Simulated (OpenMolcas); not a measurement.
**H2S2 (SMILES SS): HF/ANO-R1 (DKH3)**

What is the vertical singlet–triplet gap of H2S2 at HF/ANO-R1 (DKH3)? 

The results are computed with OpenMolcas 26.06.

### 1 Starting point

The species is H2S2 (4 atoms), meant as a singlet with charge 0. As SMILES, `SS`. The coordinates come from a PBE0-D4/def2-TZVP relaxation.

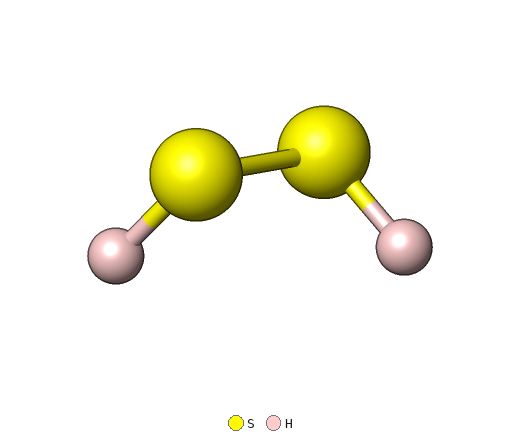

The structure, seen from a chosen angle (sulfur yellow, hydrogen pink).

### 2 A single-point energy at HF/ANO-R1 (DKH3)

Contents of job.inp:

```
* H2S2 Hartree-Fock
>>> EXPORT MOLCAS_PRINT=2
&GATEWAY
Coord
4
bohr
S      1.48245235    -1.49139075     0.31499845
S      0.11379931     2.11944123     0.12729195
H     -0.42598206    -2.55602466     1.61926852
H     -1.17028849     1.92799308    -2.06159672
Basis=ANO-R1
Group=NoSym
&SEWARD
Relativistic=R03O02
Expert
&SCF
PrOrbitals=1 1
```

Launch:

```bash
$ export MOLCAS_MEM=1860
$ pymolcas job.inp > job.log
```

The program printed:

```text
--- Start Module: gateway ---
[...]
--- Stop Module: gateway /rc=_RC_ALL_IS_WELL_ ---
--- Start Module: seward ---
[...]
 ###    WARNING:  EXPERT option is ON!                                       ###
 ###############################################################################
               SEWARD will generate:
[...]
      Basis functions           46
--- Stop Module: seward /rc=_RC_ALL_IS_WELL_ ---
[...]
--- Start Module: scf ---
[...]
       Convergence after  11 Iterations
[...]
::    Total SCF energy                               -798.4127174948
[...]
      Total spin, S                                     0.0000000000
[...]
      Total electronic charge=   34.000000
      Total            charge=   -0.000000
[...]
      Dipole Moment (debye):
      Origin of the operator (angstrom)=    0.3965    0.1560    0.1099
                   X= -1.1858E+00               Y= -4.6655E-01               Z= -3.2857E-01           Total=  1.3160E+00
      Quadrupole Moment (debye*angstrom):
[...]
--- Stop Module: scf /rc=_RC_ALL_IS_WELL_ ---
[...]
```

It took 3.6 s on 1 thread of Arm Neoverse V2, shared host; peak memory 0.39 GiB.

### 3 The triplet

Contents of job.inp:

```
* H2S2 Hartree-Fock

&GATEWAY
  COORD
  4
  bohr
  S      1.48245235    -1.49139075     0.31499845
  S      0.11379931     2.11944123     0.12729195
  H     -0.42598206    -2.55602466     1.61926852
  H     -1.17028849     1.92799308    -2.06159672
  BASIS = ANO-R1
  GROUP = NoSym

&SEWARD
  RELATIVISTIC = R03O02
  EXPERT

&SCF
  UHF
  SPIN = 3
  PRORBITALS = 1 1
```

Launch:

```bash
$ export MOLCAS_MEM=1860
$ pymolcas job.inp > job.log
```

The program printed:

```text
--- Start Module: gateway ---
[...]
--- Stop Module: gateway /rc=_RC_ALL_IS_WELL_ ---
--- Start Module: seward ---
[...]
 ###    WARNING:  EXPERT option is ON!                                       ###
 ###############################################################################
               SEWARD will generate:
[...]
      Basis functions           46
--- Stop Module: seward /rc=_RC_ALL_IS_WELL_ ---
[...]
--- Start Module: scf ---
[...]
       Convergence after  23 Iterations
[...]
::    Total SCF energy                               -798.2469129902
[...]
      Total spin, S                                     1.0123623179
[...]
      Total electronic charge=   34.000000
      Total            charge=   -0.000000
[...]
      Dipole Moment (debye):
      Origin of the operator (angstrom)=    0.3965    0.1560    0.1099
                   X= -1.5234E+00               Y= -5.9935E-01               Z= -4.2210E-01           Total=  1.6906E+00
      Quadrupole Moment (debye*angstrom):
[...]
--- Stop Module: scf /rc=_RC_ALL_IS_WELL_ ---
[...]
```

It took 4.2 s on 1 thread of Arm Neoverse V2, shared host; peak memory 0.39 GiB.

### 4 Summary of results

At HF/ANO-R1 (DKH3):

| quantity | value |
| --- | --- |
| singlet: total energy | -798.41272 Eh |
| singlet: dipole moment | 1.32 D |
| singlet: HOMO energy | -10.18 eV |
| singlet: LUMO energy | 2.53 eV |
| singlet: HOMO–LUMO gap | 12.71 eV |
| triplet: total energy | -798.24691 Eh |
| triplet: dipole moment | 1.69 D |
| triplet: HOMO energy (highest over α and β) | -5.65 eV |
| triplet: LUMO energy (lowest over α and β) | -1.05 eV |
| triplet: ⟨S²⟩ | 2.037 |
| vertical energy of the triplet above the singlet | 4.512 eV |

In words: At this shape the triplet lies 4.51 eV (104 kcal/mol) above the singlet.
